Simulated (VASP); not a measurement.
Band structure of WS$_{2}$. All values below come from LDA (Ceperley-Alder, Perdew-Zunger), VASP's LDA PAW potentials (set 64) (plane waves; VASP).

The cell holds a wide vacuum, so values per volume refer to the whole cell. Unless said otherwise, spin-orbit coupling is left out, though it shifts the bands of the heavy elements here.

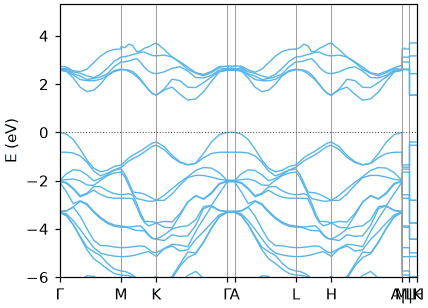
*Bands along high-symmetry lines, zero at the valence-band maximum or, without a gap, the Fermi level*

Question: Read the plot: is there a gap, and where are the band edges?

Answer: The gap is indirect, 1.33 eV, from the valence maximum at Γ to the conduction minimum at K-Γ at 0.44. (Edges off the drawn lines would not show.)

The cell is a sheet with vacuum, built from a database entry that may be metastable or hypothetical.
